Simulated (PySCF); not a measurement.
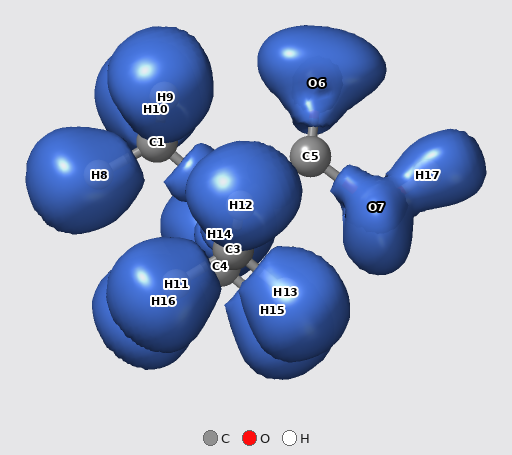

Figure. C$_{5}$H$_{10}$O$_{2}$ (pivalic acid). Isosurface of the ELF at 0.75 (blue), seen across its widest extent. Core shells and regions of very low density are left out.

Geometry: GFN2-xTB.

Method: KT3/pcSseg-1, SCF density, gas phase, non-relativistic in PySCF.

```
atom    x (Å)    y (Å)    z (Å)
   C  -0.9269   1.3706  -0.0323
   C  -0.1256   0.0705   0.0020
   C  -0.3502  -0.6608   1.3303
   C  -0.5226  -0.8338  -1.1704
   C   1.3557   0.3911  -0.1250
   O   1.8295   1.4889  -0.2431
   O   2.1216  -0.7097  -0.0947
   H  -1.9885   1.1570   0.0608
   H  -0.6248   2.0230   0.7828
   H  -0.7536   1.8982  -0.9666
   H  -1.4031  -0.9105   1.4381
   H  -0.0575  -0.0298   2.1669
   H   0.2327  -1.5775   1.3635
   H  -0.3451  -0.3293  -2.1178
   H   0.0538  -1.7550  -1.1520
   H  -1.5796  -1.0800  -1.1023
   H   3.0562  -0.4647  -0.1799
```

> Where are the electrons localised?

The ELF exceeds this value in four regions between bonded C–C atoms (shared pairs), nine regions around hydrogen nuclei, one region on O in which the atom's valence shell and bonds are merged and one joined region spread over several atoms (H, O), in which their bonds and any lone pairs are merged. Profiles from the grid: C–O (1.20 Å): the ELF peaks at about 0.85 between the atoms; a multiple bond. C–C (1.52 Å): the ELF peaks at about 0.95 between the atoms: a covalent bond.
